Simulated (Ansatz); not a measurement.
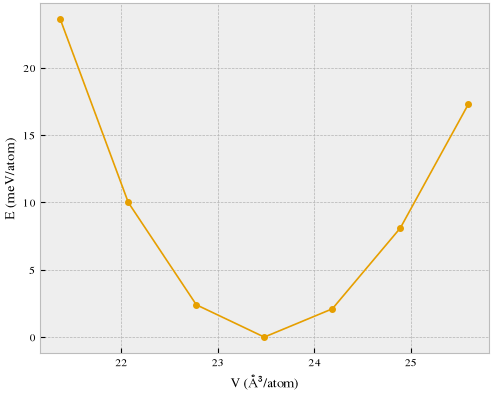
Mg (A15 (β-W type), Pm-3n) under volume change, the program Ansatz at the PBE level (PAW), scaled uniformly.

Question: What does a third-order Birch–Murnaghan fit give for V₀, B₀ and B′?

Answer: V₀ = 23.49 Å³/atom, B₀ = 33.8 GPa, B′ = 4.0.

The start of the workflow was typed in or built on a structure type; neither database checked (COD, Materials Project) lists it. It is not the phase usual at ambient conditions (space group No. 194). Symmetry was held in the PBE relaxation; whether a distortion lowers the energy is not shown.

Potentials: the earlier of the program's two PAW sets.
